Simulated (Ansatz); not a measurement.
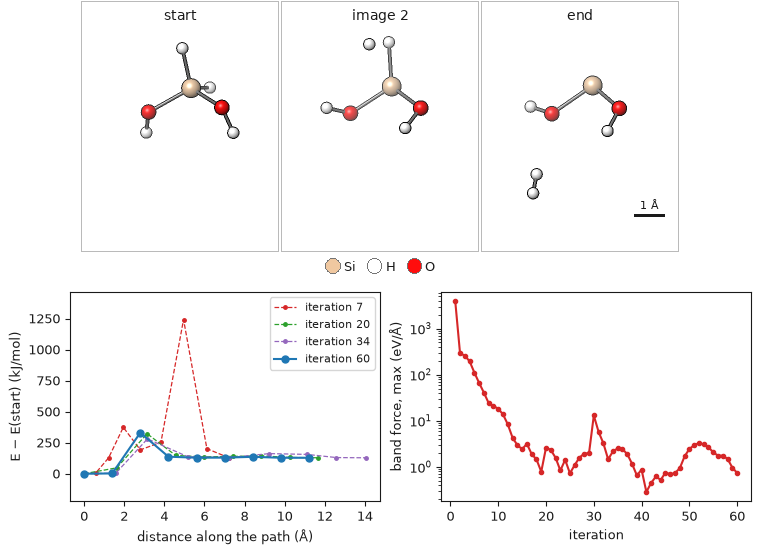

A search for the minimum-energy path of SiH4O2 by the nudged elastic band. Images are numbered from 0 (start) to 8 (end). The plot follows the band through its iterations. The picture is a ball-and-stick view, seen at a tilt.

Method: RKS B3LYP-D4/def2-SVP in Ansatz. Set-up: 7 movable images; climbing image; force threshold 0.05 eV/Å; iteration limit 60; starting path through a guess of the saddle point.

> How did the profile develop, and is the result final?

The result isn't final. The band hadn't converged when the run stopped after 60 iterations. The largest component of the band force went from 3900 to 0.74 eV/Å. The barrier read from it is provisional: over the last two iterations the highest image moved from 354.8 kJ/mol to 330.5 kJ/mol. The first iteration put the highest image at 41383.7 kJ/mol. Forward barrier 330.5 kJ/mol, backward barrier 202.2 kJ/mol, with image 2 at the top; the reaction energy is +128.3 kJ/mol.

Cost: 12 min on 1 thread of Arm Neoverse V1, on a shared host, peak memory 0.12 GiB.
